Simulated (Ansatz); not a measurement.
Consider CuH₆NSi₂ (SMILES [SiH3][N]([SiH3])[Cu]).

```xyz
10

Cu    0.6240   -1.1966    1.5545
N    -0.4897   -0.1443    0.5521
Si   -0.8918   -0.7475   -1.0124
Si   -1.2443    1.1633    1.3853
H    -1.5311    0.3295   -1.8398
H     0.3311   -1.2283   -1.7408
H    -1.8395   -1.9162   -1.0043
H    -0.2508    1.9243    2.2165
H    -1.8610    2.1204    0.4071
H    -2.3319    0.7488    2.3390
```

Geometry: PBE0-D4/def2-SVP.

All numbers below come from isolated molecule in a Gaussian basis; Kohn-Sham density functional theory, functional PBE0 in Ansatz 0.2.0.

### What will maps of the electron density and electron localisation function show?

Si–N (1.72 Å): the density is about 1.1 e/Å³ at the midpoint; the ELF peaks at about 0.90 between the atoms (a polar covalent bond).
Cu–N (1.83 Å): ρ at the midpoint is about 0.87 e/Å³; the ELF peaks at about 0.80 in the valence shell of N, 0.6 Å from its nucleus, and is about 0.25 at the midpoint.

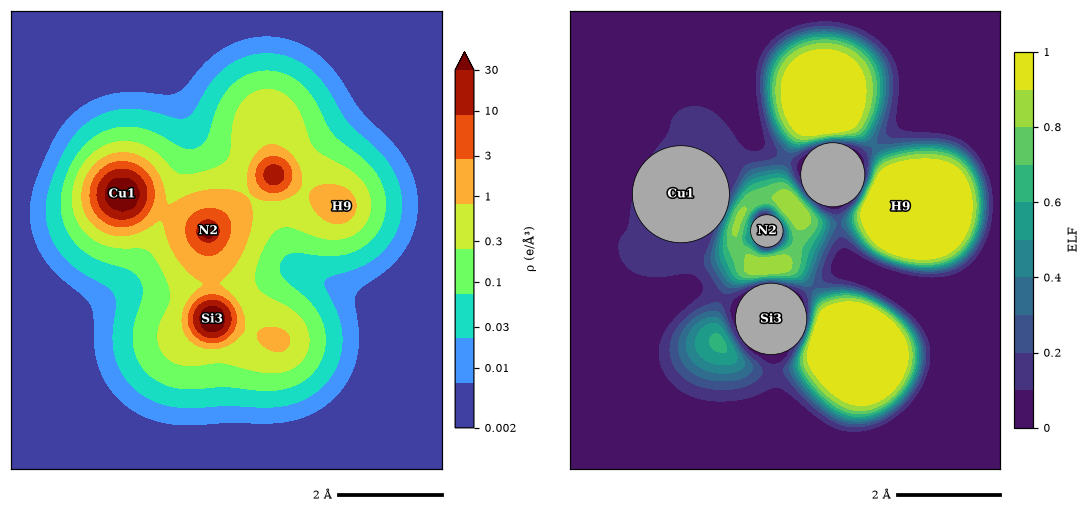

Computed electron density and electron localisation function on the plane of atoms Cu1, N2 and Si3, in this order. Grey discs cover the atomic cores in the ELF map. 
